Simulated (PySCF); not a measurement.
## A study: C$_{3}$H$_{2}$F$_{2}$O$_{2}$, SMILES `O=C(O)C=C(F)F`

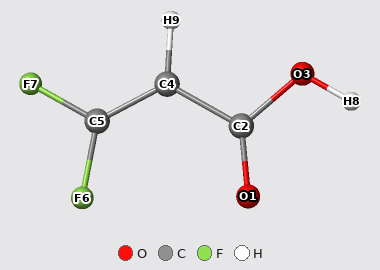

The molecule, with its atoms numbered as below. No frequency check shows the geometry to be a minimum.

Geometry (Å), atoms numbered from 1:

```
O1      -1.4119    1.2285    0.0000
C2      -1.2824    0.0353    0.0000
O3      -2.3161   -0.8157    0.0000
C4      -0.0066   -0.7069    0.0000
C5       1.1804   -0.1158    0.0000
F6       1.4205    1.1715    0.0000
F7       2.3232   -0.7792    0.0000
H8      -3.1542   -0.3269    0.0000
H9      -0.0628   -1.7825    0.0000
```

Part 1: Bonding charge

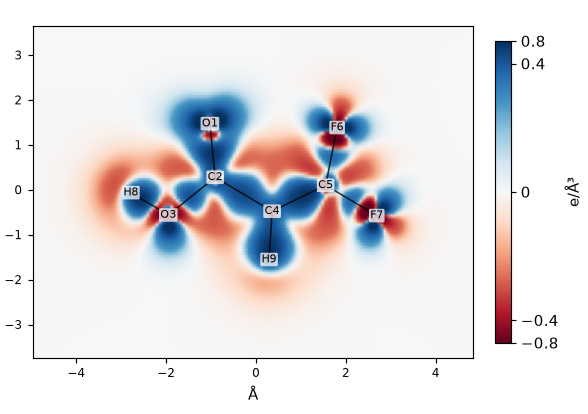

Deformation density (molecule less spherical, spin-averaged free atoms) in the molecular plane; colour scale in e/Å³, logarithmic beyond ±0.1; blue: gain, red: loss.

Computed with PySCF, PBE/def2-SVPD, geometry: GFN2-xTB.

**Describe the bonding that the map shows.**

O3–H8: +0.76 e/Å³ at the bond critical point (bond length 0.97 Å). C4–H9: +0.69 e/Å³ at the bond critical point (bond length 1.08 Å). O1–C2: +0.66 e/Å³ at the bond critical point (bond length 1.20 Å). C4–C5: +0.65 e/Å³ at the bond critical point (bond length 1.33 Å). C2–C4: +0.51 e/Å³ at the bond critical point (bond length 1.48 Å). C2–O3: +0.26 e/Å³ at the bond critical point (bond length 1.34 Å). C5–F6: +0.12 e/Å³ at the bond critical point (bond length 1.31 Å); up to 0.6 Å beside the axis the gain reaches +0.31 e/Å³. C5–F7: +0.09 e/Å³ at the bond critical point (bond length 1.32 Å); up to 0.6 Å beside the axis the gain reaches +0.29 e/Å³. In all, 2.0 electrons gather in the regions of gain relative to the promolecule. A small or negative value marks a very polar bond, one between electron-rich atoms, whose free-atom densities already overlap strongly, a long bond to a heavier atom, or a closed-shell contact such as a hydrogen bond.

Part 2: Bond critical points

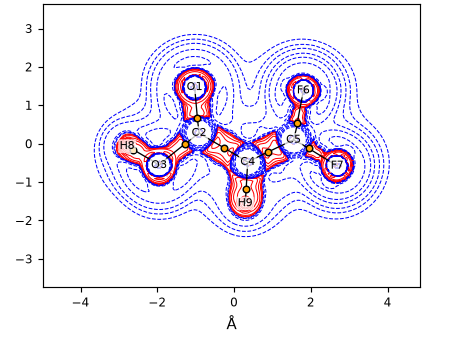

Negative Laplacian of the density (−∇²ρ) in the molecular plane (solid red lines positive, dashed blue lines negative, contours at ±0.02 to ±8 a.u.), with bond paths and bond critical points (dots).

**At which bond critical points in this plane is charge locally concentrated, and at which depleted?**

Concentrated (∇²ρ < 0): O3–H8 (−2.19 a.u.); C4–C5 (−0.93 a.u.); C2–O3 (−0.40 a.u.); C4–H9 (−1.07 a.u.); C2–C4 (−0.62 a.u.). Depleted (∇²ρ > 0): O1–C2 (+0.20 a.u., H = −0.761); C5–F6 (+0.07 a.u., H = −0.427); C5–F7 (+0.02 a.u., H = −0.410). A positive Laplacian with clearly negative H marks a strongly polar covalent bond, whose critical point lies close to the core of the less electronegative atom.

**Where along O3–H8 does the critical point lie?**

0.78 Å from O3 and 0.19 Å from H8.

Part 3: Electrostatic potential

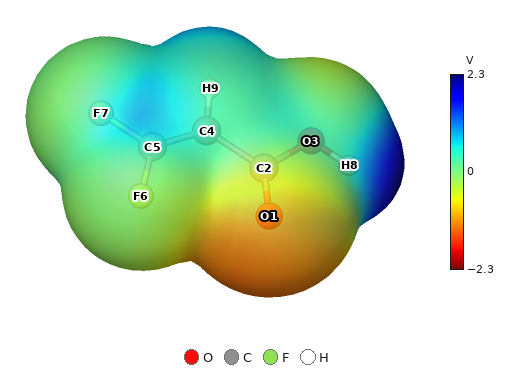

Electrostatic potential on the surface of electron density 0.001 a.u.

**Where are the extremes of the potential on the surface?**

Highest: 2.25 V, 1.2 Å from H8. Further maxima include 1.09 V, 1.3 Å from H9; 1.01 V, off the C5–F6 bond (1.8 to 1.9 Å from its atoms), and at like points elsewhere. Lowest: −1.41 V, 1.8 Å from O1. Further minima include −0.47 V, 1.8 Å from O3; −0.10 V, 1.6 Å from F7. The surface is sampled at points, so like sites can differ by a few per cent and only the strongest of them is named.

**What volume does the surface enclose, and what is the dipole moment?**

About 104 Å³; the dipole moment is 2.0 D.

Part 4: The π system

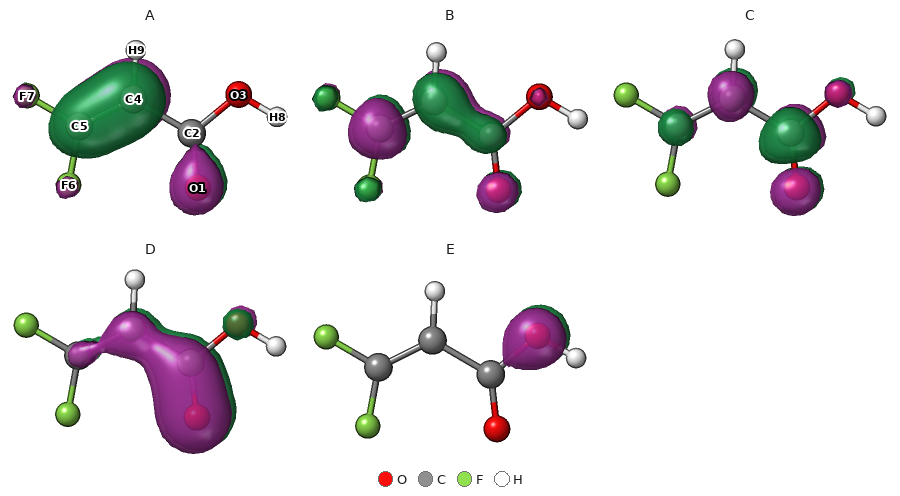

Natural orbitals of the π active space, CASSCF(6,5), singlet state, in random order.

PySCF calculation, def2-SVP basis, gas phase; geometry: GFN2-xTB.

**Which orbitals are strongly, which singly and which weakly occupied?**

Strongly: E (2.00), D (1.95), A (1.92). Weakly: B (0.08), C (0.05). Broadly, orbitals with more nodes between bonded atoms hold fewer electrons.

**How multiconfigurational is the state?**

The leading determinant weighs 0.94; the effective number of unpaired electrons, Σ n²(2−n)², is 0.07; the most occupied of the weakly occupied orbitals holds 0.08 e, as in an ordinary closed-shell π system. The active space lowers the energy by 1.46 eV against Hartree–Fock.

**Where does the lowest triplet lie relative to the singlet, at this geometry and within this active space?**

4.70 eV above it by strongly contracted NEVPT2 (+4.55 eV by CASSCF); a small basis tends to put such gaps a few tenths of an eV too high. This is a vertical energy for π states alone; a state that uses lone pairs or σ orbitals may lie lower.

The PySCF runs shown took 26 s and 2.1 min on 1 thread of Arm Neoverse V2, with other jobs on the host.
